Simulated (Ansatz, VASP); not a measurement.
# CuI in two plane-wave programs

Wanted: the spread between two codes on one cell, functional and k mesh. The cell comes out of the VASP series on this material, whose earlier steps may have relaxed, scaled or displaced it; both programs get it as it stands.

Method: plane waves, with VASP 6.6.1 beside it; relaxation of cell and atoms at LDA, in Ansatz 0.2.0.

## (1) The starting structure

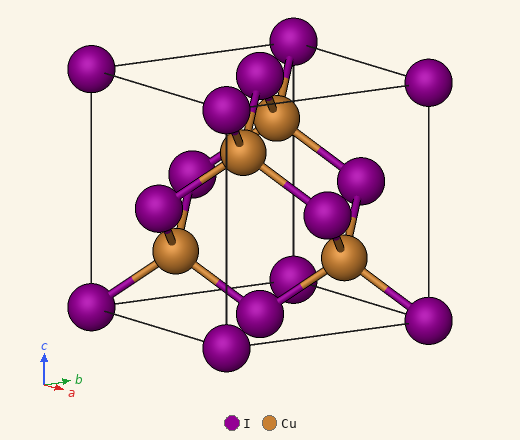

The starting structure, seen from a free direction (iodine purple, copper orange). This picture shows the conventional cell, with its axes. Bonds to atoms that aren't drawn are left out. Some periodic images of atoms are drawn too.

## (2) Ansatz: relaxation of cell and atoms, LDA

Ansatz runs on its default PAW (the set named soft_2) files.

The relaxed volume is the usual yardstick between codes: its relative difference is about their pressure difference at one cell divided by the bulk modulus.

input.yaml

```yaml
crystal:
  lattice:
    - [0.0, 2.9331706404, 2.9331706404]
    - [2.9331706404, 0.0, 2.9331706404]
    - [2.9331706404, 2.9331706404, 0.0]
  atoms:
    - { symbol: I, position: [0.0, 0.0, 0.0] }
    - { symbol: Cu, position: [0.75, 0.75, 0.75] }
hamiltonian:
  xc: lda
  pseudopotentials: { kind: paw }
kpoints:
  mp_grid: { grid: [6, 6, 6] }
scf:
  occupations: { method: gaussian, width: 0.03 }
relax:
  f_tol: 0.01
  max_steps: 60
  cell: { stress_tol: 0.05 }
output:
  forces: true
  stress: true
  write_density: true
  write_potential: true
  elf: true
  volumetric_format: npy
```

Run with:

```
$ ansatz run input.yaml --threads 4 --pin off --max-ram 9216MiB --backend cpu --events-out ev --progress --plain --runs-dir out
```

Numbers of over 12 decimals in the logs are rounded to 6 here.

Log:

```text
Engine: ansatz 0.2.0, aarch64-unknown-linux-gnu
Pseudopotentials: kind: paw
Pseudopotential: I, paw, valence charge 17, recommended cutoff 420 eV (normal), I.paw.azcp
Pseudopotential: Cu, paw, valence charge 19, recommended cutoff 420 eV (normal), Cu.paw.azcp
Functional definition: SPW92
  exchange = slater_x
  correlation = pw_c
Crystal: 2 atoms, lattice volume = 50.471 Å³
Basis set: ecut = 420 eV, 965 PW (Γ)
Bands: 22, of which v1, the nominal top of the filled ones, is band 18 counted from 1 (17 counted from 0)
Symmetry: 24 space group operations
Space group: F-43m (ITA 216), of the structure as read, at distance tolerance 3.7e-5 Å
k-points: 16 of 216 (time reversal used)
Non-local potential: I, projectors of the file, l = 0: 2, l = 1: 2, l = 2: 2, l = 3: 2
Non-local potential: Cu, projectors of the file, l = 0: 3, l = 1: 2, l = 2: 3, l = 3: 1
PAW form: soft (Blöchl's): semilocal exchange-correlation on the pseudo side does not see the compensation charge
PAW frozen core: I, regenerated for the run's functional, and the local potential with it (the file was generated under x = pbe(κ = 0.804, μ = 0.219515), c = pbe(β = 0.066725))
PAW frozen core: Cu, regenerated for the run's functional, and the local potential with it (the file was generated under x = pbe(κ = 0.804, μ = 0.219515), c = pbe(β = 0.066725))
PAW one-centre angular grid: I, 590 points (default); XC on 64 Gauss nodes
PAW one-centre angular grid: Cu, 590 points (default); XC on 64 Gauss nodes
Initial density: superposition of atomic densities (neutral atoms: chi_scale 0, normalization atom), corrected by the library's trained network
Initial wavefunctions: pseudopotential atomic-orbital guess
Functional: x = slater, c = lda
SCF iter   1: F=—  HF=-13911.803658 eV  |F-HF|=—  |Δ(HF+E_count)|=         —  Δρ=1.12e-2  dr2=2.77e-2  ethr=1.77e-3  ⟨swp⟩=6.1  Hψ=1718  notcnv=0
preconditioner: auto → none  [insulator: Δε(μ)=1.124 eV  Ē_g=9.379 eV  σ=0.030 eV  W_gap=1.00  n_scr=14 (ndim 8)  ℏωp=22.2 eV  f_vac=0.150  D(μ)=0.00/eV (n_scr^D=0)  ε∞_Penn≈6.6]
SCF iter   2: F=—  HF=-13911.809304 eV  |F-HF|=—  |Δ(HF+E_count)|=   5.65e-3  Δρ=1.23e-2  dr2=5.27e-2  ethr=7.70e-5  ⟨swp⟩=2.6  Hψ=845  notcnv=0
SCF iter   3: F=—  HF=-13911.796042 eV  |F-HF|=—  |Δ(HF+E_count)|=   1.33e-2  Δρ=2.95e-3  dr2=1.83e-3  ethr=7.70e-5  ⟨swp⟩=2.2  Hψ=683  notcnv=0
SCF iter   4: F=—  HF=-13911.795791 eV  |F-HF|=—  |Δ(HF+E_count)|=   2.51e-4  Δρ=5.33e-4  dr2=5.86e-5  ethr=5.08e-6  ⟨swp⟩=2.0  Hψ=536  notcnv=0
SCF iter   5: F=—  HF=-13911.795784 eV  |F-HF|=—  |Δ(HF+E_count)|=   6.37e-6  Δρ=8.16e-5  dr2=2.24e-6  ethr=1.63e-7  ⟨swp⟩=1.2  Hψ=382  notcnv=0
SCF iter   6: F=-13911.795784 eV  HF=-13911.795784 eV  |F-HF|=5.93e-10  |Δ(HF+E_count)|=   4.27e-7  Δρ=2.97e-6  dr2=2.58e-9  ethr=2.78e-10  ⟨swp⟩=7.4  Hψ=2409  notcnv=0
SCF 1 converged in 6 iterations: F = -13911.795784 eV  dr2 = 2.58e-9
  greatest PAW one-centre occupation: 1.000 electrons in one spin orbital (limit 2), on the Cu atom at site 1 (counted from 0), in its partial waves of l = 0
relax step   1: F+E_penalty+E_count = -13911.79578386 eV  Δ(F+E_penalty+E_count) = +0.000e0 eV  max|allowed force component| = 6.014e-17 eV/Å  Δτ_max = 0.0000 Å  P = -0.097 GPa  Ω = 50.471 Å³  (6 SCF iters, dr2 threshold 1.00e-7 eV, accepted)
[...]
relax step   2: F+E_penalty+E_count = -13911.79583771 eV  Δ(F+E_penalty+E_count) = -5.384e-5 eV  max|allowed force component| = 1.735e-17 eV/Å  Δτ_max = 0.0000 Å  P = -0.004 GPa  Ω = 50.388 Å³  energy of the carried Pulay correction = +2.765e-5 eV  (5 SCF iters, dr2 threshold 2.35e-8 eV, accepted)
[...]
relax step   3: F+E_penalty+E_count = -13911.79580677 eV  Δ(F+E_penalty+E_count) = +3.093e-5 eV  max|allowed force component| = 1.185e-17 eV/Å  Δτ_max = 0.0000 Å  P = -0.004 GPa  Ω = 50.388 Å³  stress off target by 4.13e-3 GPa  SCF on the basis re-selected at this cell (its energy is not comparable with the rows above)  (5 SCF iters)
basis re-selected at this cell: Δ(F+E_penalty+E_count) = +3.093e-5 eV, ΔP = +0.000 GPa vs the last step (what re-selecting the basis moved, of the pressure what is left beyond the Pulay correction that the steps carried, after the strain that the cell walked since its last selection, with what the two solves' SCF thresholds leave and, on support functions, any second-order correction that the steps lacked; it is no m [...]
SCF converged after 5 iterations
Free energy (F): -13911.795807 eV
Harris-Foulkes:  -13911.795807 eV  (|F-HF|=0.00e0)
Internal energy: -13911.795807 eV  (E = F + TS)
E sigma→0 (E₀):  -13911.795807 eV
Fermi energy:    9.931037 eV
--- Per-component energies (eV) ---
  E_band       = -834.438959
  E_kinetic    = 492.637121
  E_local      = -7389.094505  (includes V_loc(G=0)·N_el)
  E_nonlocal   = 320.822726
  E_hartree    = 3437.978111
  E_xc         = -215.434985
  E_vxc        = -243.016965  (∫ρ·V_xc dr)
  E_paw        = -6264.192276  (= ΣΔE_a)
  E_vpaw       = -891.743644  (= ΣTr[D̂ρ^β])
  E_aug_tail   = 0.000301  (compensation charges beyond the density's cutoff)
  E_ewald      = -4295.743175
  E_core_change = 1.230875  (= ΣΔE_core)
  E_smearing   = -0.000000  (= −TS)
  E_closure    = -0.000000  (closes the sum)
  Σ components = -13911.795807   (vs F -13911.795807, Δ=0.00e0)
--- Forces (eV/Å), atoms counted from 1 ---
  atom   1  I      0.00000000     0.00000000     0.00000000
  atom   2  Cu     0.00000000     0.00000000    -0.00000000
  max |Σ_I F_I| component: 2.54e-17 eV/Å
--- Stress (GPa, compression-positive) ---
       -0.004127      -0.000000      -0.000000
       -0.000000      -0.004127       0.000000
       -0.000000       0.000000      -0.004127
  P = ⅓ Tr σ = -0.0041 GPa (-0.041 kbar)
--- Band table (eV; the first three rows and the last of 16) ---
  k-point 0: bands = [... 14 lower, 6.9567, 9.3218, 9.3218, 9.3218, 10.5395, 14.0801, 14.0801, 14.0801]
  k-point 1: bands = [... 14 lower, 6.9450, 8.2166, 9.0720, 9.0720, 11.5047, 14.1790, 14.4789, 14.4789]
  k-point 2: bands = [... 14 lower, 6.9569, 7.3241, 8.6358, 8.6358, 11.5519, 14.7485, 14.7485, 15.9548]
  k-point 15: bands = [... 14 lower, 6.9048, 7.0541, 7.2945, 7.6340, 13.0137, 13.3173, 16.5649, 16.6289]
--- Relaxed structure (2 steps of the walk, 2 accepted, 1 SCFs on fresh bases) ---
  F+E_penalty+E_count = -13911.79580677 eV   max|allowed force component| = 1.185e-17 eV/Å   (the final SCF, on the basis selected at the relaxed cell)
  cell:  # Å, volume = 50.3882 Å³
    - [0, 2.931565, 2.931565]
    - [2.931565, 0, 2.931565]
    - [2.931565, 2.931565, 0]
  atoms:
    - { symbol: I, position: [0, 0, 0] }
    - { symbol: Cu, position: [0.750000, 0.750000, 0.750000] }
```

It took 2 s on 4 threads of Arm Neoverse V1, shared host; peak memory 0.36 GiB; 6.2 s of CPU time.

## (3) VASP: relaxation of cell and atoms, LDA

The same cell, functional (in two slightly different forms), mesh and smearing now go to VASP, with its own data sets and cutoff.

Lines of VASP's logs that name or quote its potential files are left out, and so is its time.

INCAR

```
SYSTEM = CuI
PREC = Accurate
ENCUT = 450
EDIFF = 1E-06
NELM = 100
ISMEAR = 0
SIGMA = 0.03
LREAL = .FALSE.
ALGO = Normal
GGA = CA
NBANDS = 15
LASPH = .TRUE.
LORBIT = 11
LWAVE = .FALSE.
LCHARG = .FALSE.
KPAR = 4
IBRION = 2
NSW = 50
ISIF = 3
EDIFFG = -0.006
```

POSCAR

```
CuI
1.0
    0.0000000000      2.9331706404      2.9331706404
    2.9331706404      0.0000000000      2.9331706404
    2.9331706404      2.9331706404      0.0000000000
I Cu
1 1
Direct
    0.0000000000      0.0000000000      0.0000000000
    0.7500000000      0.7500000000      0.7500000000
```

KPOINTS

```
Automatic mesh
0
Gamma
6 6 6
0 0 0
```

Potentials, in the order of the species: I and Cu (LDA family, release 64).

Run with:

```
$ mpirun -np 4 vasp_std
```

Log:

```text
[banner, memory and clock lines left out]
running    4 mpi-ranks, on    1 nodes
 distrk:  each k-point on    1 cores,    4 groups
 distr:  one band on    1 cores,    1 groups

 POSCAR found type information on POSCAR I Cu
 POSCAR found :  2 types and       2 ions
 LDA part: xc-table for (Slater(with rela. corr.)+CA(PZ))
 , standard interpolation
 POSCAR, INCAR and KPOINTS ok, starting setup
 FFT: planning ... GRIDC
 FFT: planning ... GRID_SOFT
 FFT: planning ... GRID
 WAVECAR not read
 entering main loop
       N       E                     dE             d eps       ncg     rms          rms(c)
DAV:   1     0.914247908105E+02    0.91425E+02   -0.68953E+03   480   0.118E+03
DAV:   2    -0.846764311271E+00   -0.92272E+02   -0.85377E+02   487   0.237E+02
DAV:   3    -0.714466772154E+01   -0.62979E+01   -0.61967E+01   642   0.652E+01
DAV:   4    -0.731451767831E+01   -0.16985E+00   -0.16976E+00   551   0.998E+00
DAV:   5    -0.732333937557E+01   -0.88217E-02   -0.88213E-02   754   0.265E+00    0.640E+00
DAV:   6    -0.721559050072E+01    0.10775E+00   -0.39741E+00   487   0.591E+01    0.403E+00
DAV:   7    -0.699980830536E+01    0.21578E+00   -0.95465E-01   536   0.358E+01    0.198E+00
DAV:   8    -0.699665497486E+01    0.31533E-02   -0.54505E-02   776   0.378E+00    0.534E-01
DAV:   9    -0.699264016361E+01    0.40148E-02   -0.11141E-02   606   0.337E+00    0.266E-01
DAV:  10    -0.699265899543E+01   -0.18832E-04   -0.65655E-04   629   0.176E-01    0.183E-01
DAV:  11    -0.699249112784E+01    0.16787E-03   -0.94832E-04   613   0.109E+00    0.385E-02
DAV:  12    -0.699249164675E+01   -0.51891E-06   -0.11600E-04   701   0.168E-01    0.430E-02
DAV:  13    -0.699249057967E+01    0.10671E-05   -0.36276E-06   676   0.137E-02    0.179E-02
DAV:  14    -0.699248953598E+01    0.10437E-05   -0.14504E-06   490   0.340E-02    0.756E-03
DAV:  15    -0.699248934584E+01    0.19014E-06   -0.81856E-07   345   0.247E-02
   1 F= -.69924893E+01 E0= -.69924893E+01  d E =-.699249E+01
 curvature:   0.00 expect dE= 0.000E+00 dE for cont linesearch  0.000E+00
 trial: gam= 0.00000 g(F)=  0.201E-45 g(S)=  0.103E-03 ort = 0.000E+00 (trialstep = 0.100E+01)
 search vector abs. value=  0.103E-03
 bond charge predicted
       N       E                     dE             d eps       ncg     rms          rms(c)
DAV:   1    -0.699465499502E+01   -0.21655E-02   -0.30999E-02   487   0.427E+00    0.360E-01
DAV:   2    -0.699346963625E+01    0.11854E-02   -0.18166E-02   480   0.440E+00    0.158E-01
DAV:   3    -0.699261367247E+01    0.85596E-03   -0.37545E-03   487   0.216E+00    0.626E-02
DAV:   4    -0.699254494471E+01    0.68728E-04   -0.22033E-04   585   0.132E-01    0.219E-02
DAV:   5    -0.699254064258E+01    0.43021E-05   -0.87259E-06   693   0.751E-02    0.184E-02
DAV:   6    -0.699253851397E+01    0.21286E-05   -0.15508E-06   455   0.162E-02    0.673E-03
DAV:   7    -0.699253808601E+01    0.42796E-06   -0.67512E-07   275   0.292E-02
   2 F= -.69925381E+01 E0= -.69925381E+01  d E =-.487402E-04
 trial-energy change:   -0.000049  1 .order   -0.000044   -0.000103    0.000016
 step:   0.8919(harm=  0.8675)  dis= 0.00000  next Energy=    -6.992539 (dE=-0.496E-04)
 reached required accuracy - stopping structural energy minimisation
```

From OUTCAR (step 3):

```text
ion  position               nearest neighbor table
   1  0.000  0.000  0.000-   2 2.54   2 2.54   2 2.54   2 2.54
   2  0.750  0.750  0.750-   1 2.54   1 2.54   1 2.54   1 2.54

  LATTYP: Found a face centered cubic cell.
 ALAT       =     5.8663412808

 Subroutine GETGRP returns: Found 24 space group operations
 (whereof 24 operations were pure point group operations)

The static configuration has the point symmetry T_d .

 Found     16 irreducible k-points:

   k-points           NKPTS =     16   k-points in BZ     NKDIM =     16   number of bands    NBANDS=     15

   dimension x,y,z NGX =    30 NGY =   30 NGZ =   30
   dimension x,y,z NGXF=    60 NGYF=   60 NGZF=   60

   ENCUT  =  450.0 eV  33.07 Ry    5.75 a.u.   7.17  7.17  7.17*2*pi/ulx,y,z

   NELECT =      18.0000    total number of electrons

 k-points in reciprocal lattice and weights: Automatic mesh
   0.00000000  0.00000000  0.00000000       0.005
   0.16666667  0.00000000  0.00000000       0.037
   0.33333333  0.00000000  0.00000000       0.037
   0.50000000  0.00000000  0.00000000       0.019
   0.16666667  0.16666667  0.00000000       0.028
   0.33333333  0.16666667  0.00000000       0.111
   0.50000000  0.16666667  0.00000000       0.111
  -0.33333333  0.16666667  0.00000000       0.111
  -0.16666667  0.16666667  0.00000000       0.056
[...]
-0.33333333  0.33333333  0.16666667       0.111
  -0.33333333  0.50000000  0.16666667       0.056

 average (electrostatic) potential at core
       1 -92.0875       2 -66.0712

 E-fermi :   5.5557

 k-point     1 :       0.0000    0.0000    0.0000
  band No.  band energies     occupation
    ...
      5       2.9678      2.00000
      6       2.9678      2.00000
      7       5.3506      2.00000
      8       5.3506      2.00000
      9       5.3506      2.00000
     10       6.6357      0.00000
     11      10.0984      0.00000
     12      10.0984      0.00000
     13      10.0984      0.00000
     14      13.4698      0.00000
    ...

 k-point     2 :       0.1667    0.0000    0.0000
  band No.  band energies     occupation
    ...
      5       2.9560      2.00000
      6       2.9560      2.00000
      7       4.2412      2.00000
      8       5.0997      2.00000
      9       5.0997      2.00000
     10       7.5888      0.00000
     11      10.2140      0.00000
     12      10.4958      0.00000
     13      10.4958      0.00000
     14      14.1765      0.00000
    ...

 k-point     3 :       0.3333    0.0000    0.0000
  band No.  band energies     occupation
    ...
      5       2.9674      2.00000
      6       2.9674      2.00000
      7       3.3370      2.00000
      8       4.6623      2.00000
      9       4.6623      2.00000
     10       7.6216      0.00000
     11      10.7598      0.00000
     12      10.7598      0.00000
     13      12.0067      0.00000
     14      13.9027      0.00000
    ...

  Total        0.0057694      0.0057694      0.0057694     -0.0000000      0.0000000     -0.0000000
  in kB        0.1836491      0.1836491      0.1836491     -0.0000000      0.0000000     -0.0000000
  external PRESSURE =       0.1836491 kB  Pullay stress =       0.0000000 kB

  energy-cutoff  :      450.00
  volume of cell :       50.33
      direct lattice vectors                 reciprocal lattice vectors
    -0.000000000  2.930499037  2.930499037    -0.170619404  0.170619404  0.170619404
     2.930499037  0.000000000  2.930499037     0.170619404 -0.170619404  0.170619404
     2.930499037  2.930499037  0.000000000     0.170619404  0.170619404 -0.170619404

 POSITION                                       TOTAL-FORCE (eV/Angst)
 -----------------------------------------------------------------------------------
      0.00000      0.00000      0.00000         0.000000      0.000000      0.000000
      4.39575      4.39575      4.39575        -0.000000     -0.000000     -0.000000
 -----------------------------------------------------------------------------------
    total drift:                               -0.000000     -0.000000     -0.000000

  FREE ENERGIE OF THE ION-ELECTRON SYSTEM (eV)
  ---------------------------------------------------
  free  energy   TOTEN  =        -6.9925380860 eV

  energy  without entropy=       -6.9925380860  energy(sigma->0) =       -6.99253809

 reached required accuracy - stopping structural energy minimisation

 total charge
# of ion       s       p       d       tot
------------------------------------------
    1        1.494   2.779   0.068   4.341
    2        0.370   0.332   9.327  10.029
--------------------------------------------------
tot          1.864   3.111   9.395  14.370

[... 3 further parts left out ...]
```

CONTCAR:

```
CuI
   1.00000000000000
    -0.0000000000000000    2.9304990372478796    2.9304990372478796
     2.9304990372478796    0.0000000000000000    2.9304990372478796
     2.9304990372478796    2.9304990372478796    0.0000000000000000
  I               Cu
     1     1
Direct
     0.0000000000000000    0.0000000000000000    0.0000000000000000
     0.7500000000000000    0.7500000000000000    0.7500000000000000
```

## (4) Differences

Known differences besides the PAW data sets themselves: the two LDA forms differ slightly; both relaxations stop at a tolerance, which leaves soft axes loose, and VASP keeps its plane-wave basis; the data sets hold 36 valence electrons in Ansatz (default PAW (the set named soft_2) files) and 18 in VASP; the cutoff is 420 eV in Ansatz and 450 eV in VASP; Ansatz makes its cores anew for this functional, VASP keeps those of its LDA data sets; Ansatz adds a Pulay correction to the stress that steers its cell, VASP none. Total energies have different zeros and are not compared.

Both answers:

```
                                         quantity  Ansatz   VASP  difference
                                      volume (Å³)   50.39  50.33     +0.11 %
edge a after relaxation, in the typed setting (Å)   4.146  4.144     +0.04 %
```

The walks stopped with 0.00 GPa left in Ansatz and 0.02 GPa in VASP; each walk ends within a tolerance, so the volume difference is uncertain by about these residues over the bulk modulus, most in soft cells.

## (5) Outcome

```
difference in volume (relaxation of cell and atoms, LDA) : 0.11 %
```

The difference in volume is 0.11 % (relaxation of cell and atoms, LDA), within the 1.2 % picked in this series as the mark of a large difference, as far as the stopping tolerances let one tell. Differences of this kind measure data sets and numerical settings, not the functional's error against experiment.

[Lines on the potential files, build, host, timing and source positions are cut from VASP's logs without a mark.]

[Logs are printed without paths, hosts, clocks, repeated set-up lines and the standing remarks that a program may print on its own settings, such as how far it seeks lower states.]

[Hosts, paths, dates, database ids (printed as entryN), source tags and the programs' standing remarks are cut or masked in the printed files.]
